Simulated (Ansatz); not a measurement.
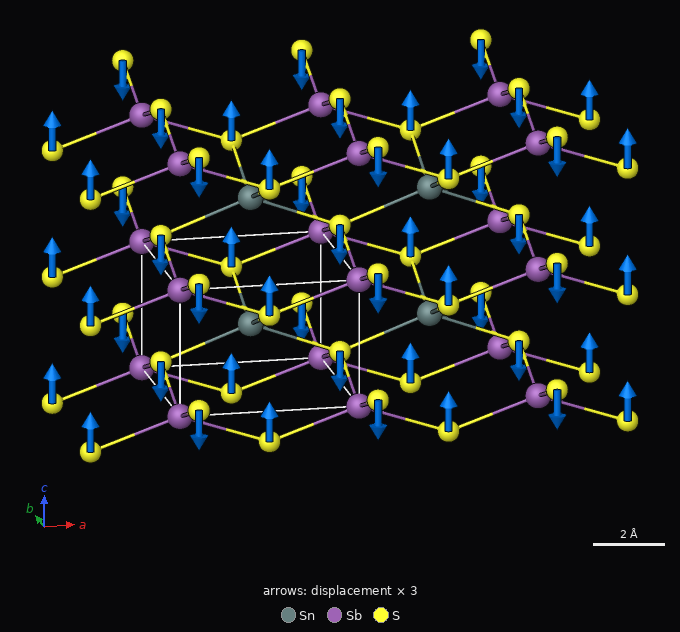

A relaxation of crystalline SnSbS$_{2}$ (a generated structure, set up in P-4m2) (coarse preliminary run). The starting structure is drawn; blue arrows show the displacements (the part carried along by the change of the cell is left out), magnified 3 times.

A ball-and-stick model of the cell of the calculation, repeated 2 × 1 × 2 with one cell outlined, seen slightly off an axis.

The calculation used DFT PBE, scalar-relativistic, plane waves, PAW in Ansatz. Settings: plane-wave cutoff 420 eV; k-point mesh 4 × 4 × 6; occupations gaussian; smearing width 0.1 eV; no spin polarisation; cell and atoms relaxed; force threshold 0.04 eV/Å; at most 70 steps.

**Atoms of which element are displaced furthest, and by how much?**

Sulfur: up to 0.41 Å, against 0.00 Å for tin.

**What did the optimiser do to the structure, and how much energy did it gain?**

After 5 accepted moves (6 points after the start) the energy has fallen by 19.1 meV per atom. Largest force component: 0.085 eV/Å at the start, 0.0035 eV/Å at the end. The pressure goes from 0.10 to −0.15 GPa. The SCF was repeated once at an unchanged geometry on a basis and grid sized afresh for the cell, which shifted the energy by 0.1 meV per atom at most. The largest moves relative to the cell, 0.41 Å, are those of S atoms. Sn and Sb stay in place. The volume changes by −2.2 %, with a = b 5.211 → 5.285 Å (+1.4 %), c 3.736 → 3.554 Å (−4.9 %). Some distances before and after: S–Sn 2.782 → 2.960 Å, S–Sb 2.755 → 2.679 Å. Bond angles that change, for instance: S–Sb–S 142.1° → 160.9°, Sb–S–Sb 142.1° → 160.9°, S–Sn–S 139.0° → 126.4°. The space group stays P-4m2 (No. 115).
